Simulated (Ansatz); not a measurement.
**SiNH$_{4}$ClO: one change and its effect**

System: SiNH$_{4}$ClO, SMILES N[SiH](O)Cl.
Method of the first run: RKS B2PLYP (frozen core)/def2-TZVPP (Ansatz 0.2.0).

The geometry comes from this level: PBE0-D4/def2-TZVP. Text and figures count atoms from 1; the logs count them from 0 in places.

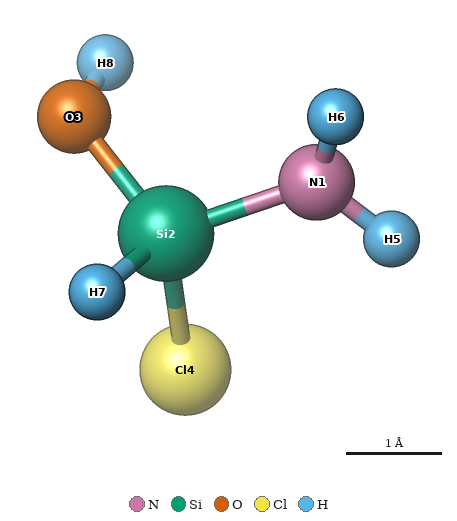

The input geometry (ball-and-stick view, seen at a tilt; atoms are numbered from 1 in the order of the input).

**Input file, the first run**
```yaml
crystal:
  periodic: [false, false, false]
  atoms:
    - {symbol: N, position_ang: [-0.749775, 0.885590, -0.288963]}
    - {symbol: Si, position_ang: [0.524440, -0.226193, -0.115272]}
    - {symbol: O, position_ang: [0.551256, -0.861285, 1.386906]}
    - {symbol: Cl, position_ang: [0.173097, -1.641551, -1.566899]}
    - {symbol: H, position_ang: [-1.217214, 0.997958, -1.172733]}
    - {symbol: H, position_ang: [-0.806931, 1.712374, 0.283027]}
    - {symbol: H, position_ang: [1.896719, 0.277160, -0.308550]}
    - {symbol: H, position_ang: [-0.279492, -1.201153, 1.726685]}
basis:
  gaussian: {orbitals: def2-TZVPP}
hamiltonian: {xc: {name: B2PLYP}}
```

Hardware: 2 CPU threads, shared host.

**Output (the first run)**
```
Functional definition: B2PLYP
  parameter a = 0.53
  parameter c = 0.27
  exchange = (1 - a)*b88_x + a*exact_x
  correlation = (1 - c)*lyp_c + c*(mp2_os + mp2_ss)
1195 factors; integrals over basis functions are off by at most 1.2e-3 eV
mean field evaluation 1: about -23985.8073 eV, gradient 6.4e1 eV
mean field evaluation 2: about -23985.9350 eV, gradient 6.4e1 eV
mean field evaluation 4: about -23992.6419 eV, gradient 4.3e0 eV
mean field evaluation 8: about -23992.6886 eV, gradient 4.8e-1 eV
mean field evaluation 16: about -23992.6890 eV, gradient 9.2e-5 eV
mean field -23992.68900211 eV, -881.7150579987 hartree, gradient 5.7e-6 eV, S^2 0.000000; 0 other end points of the search recorded, 0 dependent functions left out
12 core orbitals not correlated: weight in the atoms' cores, before any rotation towards them, 1.000 or more for the frozen orbitals, at most 0.000 for the correlated occupied ones
reference -23992.68915878 eV, -881.7150637563 hartree; 13, 13 occupied and 177, 177 virtual orbitals, 1195 factors
second order -25.07547627 eV of doubles, -0.00000000 eV of singles
Total energy: -23999.45953737 eV, -881.9638705805 hartree
```

The input of the second run differs as follows (lines with − go, lines with + come):
```diff
-hamiltonian: {xc: {name: B2PLYP}}
+hamiltonian: {xc: {name: PBE-QIDH}}
```

What does this change do to the results?

The total energies belong to different methods, so their difference says nothing on which is more stable or more accurate. The functional changes from B2PLYP to PBE-QIDH.

**Output (the second run)**
```
Functional definition: PBE-QIDH
  parameter a = 3^(-1/3)
  parameter c = 1/3
  exchange = (1 - a)*pbe_x + a*exact_x
  correlation = (1 - c)*pbe_c + c*(mp2_os + mp2_ss)
1195 factors; integrals over basis functions are off by at most 1.2e-3 eV
mean field evaluation 1: about -23979.3951 eV, gradient 5.4e1 eV
mean field evaluation 2: about -23979.5570 eV, gradient 5.5e1 eV
mean field evaluation 4: about -23984.5947 eV, gradient 3.1e0 eV
mean field evaluation 8: about -23984.6291 eV, gradient 1.1e-1 eV
mean field evaluation 16: about -23984.6291 eV, gradient 1.7e-5 eV
mean field -23984.62910273 eV, -881.4188621598 hartree, gradient 4.7e-6 eV, S^2 0.000000; 0 other end points of the search recorded, 0 dependent functions left out
12 core orbitals not correlated: weight in the atoms' cores, before any rotation towards them, 1.000 or more for the frozen orbitals, at most 0.000 for the correlated occupied ones
reference -23984.62911407 eV, -881.4188625766 hartree; 13, 13 occupied and 177, 177 virtual orbitals, 1195 factors
second order -23.32412720 eV of doubles, -0.00000000 eV of singles
Total energy: -23992.40382314 eV, -881.7045778649 hartree
```

**The two runs side by side**

```csv
quantity,the first run,the second run
outcome,converged,converged
total energy (hartree),−881.963871,−881.704578
basis functions,202,202
wall time (shared host),7 s,7 s
```
